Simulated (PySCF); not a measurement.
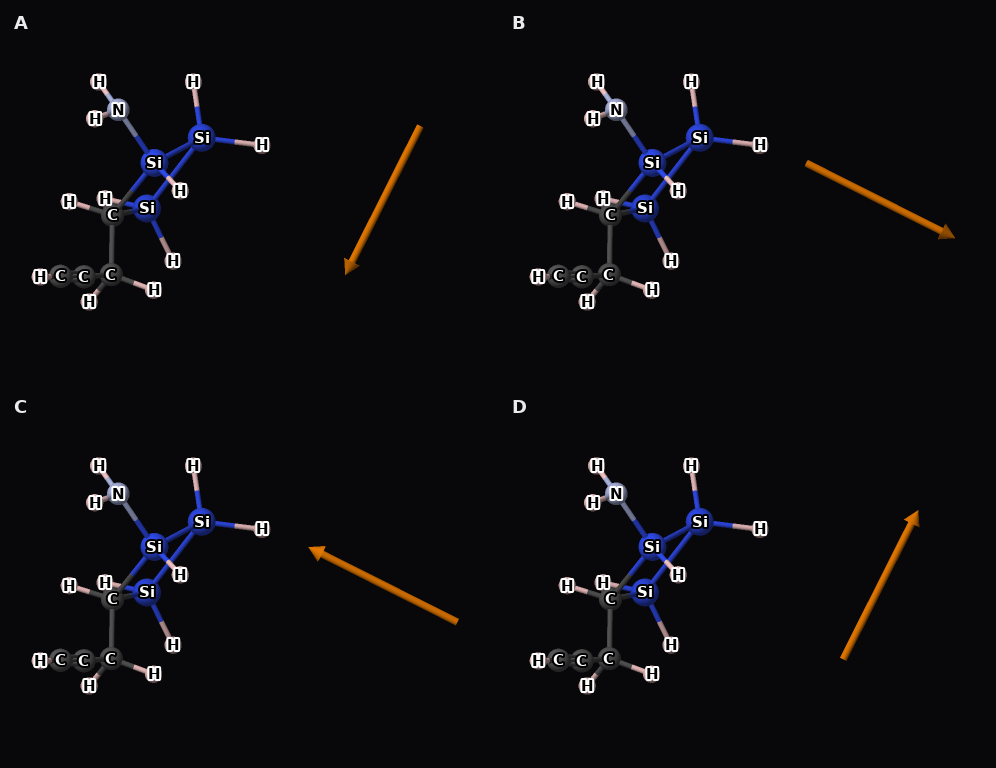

The same molecule four times, each with an arrow. Computed geometry: GFN2-xTB optimisation. No frequency run is at hand to confirm it as a minimum. Method: PBE0/pcSseg-1, gas phase (PySCF 2.14.0).

### Which arrow points along the dipole moment, from the negative to the positive end?

C. The dipole moment is 1.23 D.

The geometry is semi-empirical. Around Si such bond lengths and angles can be off by a tenth of an ångström or more and by several degrees, and values that hang on the shape move with them.
